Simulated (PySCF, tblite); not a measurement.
# C₃H₁₁N₂OSi radical: geometry, infrared bands and EPR parameters

Aim: predict the infrared bands and EPR parameters of C₃H₁₁N₂OSi radical (`CC(C)O[Si@H]([NH])N`).

Programs: tblite 0.8.0 and PySCF 2.14.0, with density-fitted response routines of our own. Each step states its level of theory. These are calculated values for one molecule in the gas phase, unless marked as measured. Atoms count from 0, in the outputs and in this text.

## (1) The molecule as given

18 atoms, charge 0, multiplicity 2; geometry from: force field or distance geometry start.

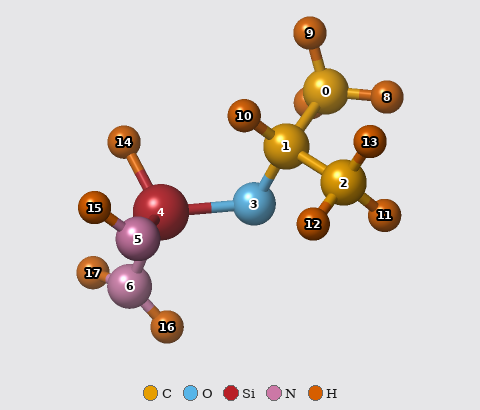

As it starts; carbon amber, oxygen blue, silicon red, nitrogen pink, hydrogen orange, atoms numbered; sticks join atoms by distance.

## (2) Relaxing the molecule with GFN2-xTB

Job settings and geometry (Å):

```
{"job": {"kind": "relax", "xc": "GFN2-xTB", "basis": "xTB"}, "charge": 0, "multiplicity": 2}
C      1.953600     0.791700    -0.810100
C      0.949400     0.126200     0.130900
C      1.607800    -1.099800     0.776200
O     -0.163400    -0.346400    -0.547800
Si    -1.642800     0.304300    -0.005100
N     -2.036800    -0.203800     1.669300
N     -2.934600    -0.378700    -1.024900
H      1.480200     0.942700    -1.808200
H      2.855200     0.140700    -0.896900
H      2.278300     1.785900    -0.405300
H      0.660300     0.864500     0.923200
H      1.861800    -1.862900    -0.002800
H      0.836600    -1.587300     1.441800
H      2.472900    -0.819200     1.394600
H     -1.607300     1.776700    -0.122600
H     -2.365800     0.589100     2.268100
H     -2.755800    -1.302400    -1.406300
H     -3.458300     0.284800    -1.585700
```

Launch:

```sh
OMP_NUM_THREADS=1 python probes_run.py task.json out
```

One launch serves the whole session: the jobs run in the order shown.

**Question.** This job is followed by: GFN2-xTB harmonic vibrations, gas phase; UKS B3LYP, pcH-1 on C H N O Si, non-relativistic, mean-field spin-orbit, GIAO. What will the session give for the following? strongest single infrared mode (GFN2-xTB); zero-point energy (GFN2-xTB); g(iso) (B3LYP); ⟨S²⟩; largest a(iso) (averaged by class); potential on the surface of density 0.002 e/bohr³, 1st and 99th percentile.

As calculated:

| quantity | value |
| --- | --- |
| strongest single infrared mode (GFN2-xTB) | 556 cm⁻¹, 218 km/mol |
| zero-point energy (GFN2-xTB) | 89.9 kcal/mol |
| g(iso) (B3LYP) | 2.00564 |
| ⟨S²⟩ | 0.755 (exact 0.75) |
| largest a(iso) (averaged by class) | 1H on H15, -53.0 MHz |
| potential on the surface of density 0.002 e/bohr³, 1st and 99th percentile | -1.47 V and 1.68 V |

What this shows: Relaxing lowered the energy by 0.859 eV in 222 steps; the close pair that moved most is Si4–N5, from 1.794 to 1.691 Å. All 48 modes are real, so the xTB geometry is a minimum. The strongest single mode, at 556 cm⁻¹, moves mainly H16 and H17. Unscaled tight-binding wavenumbers are off by several per cent, some by more. Its intensities can rank the bands wrongly. N5 carries the largest spin population, 0.91 e. The isotropic g lies 3.3 ppt above the free-electron value. These values are for one conformer; the search (at its own cheap level) found 2 more, at 0.30, 2.65 kcal/mol, and measured spectra average over such forms.
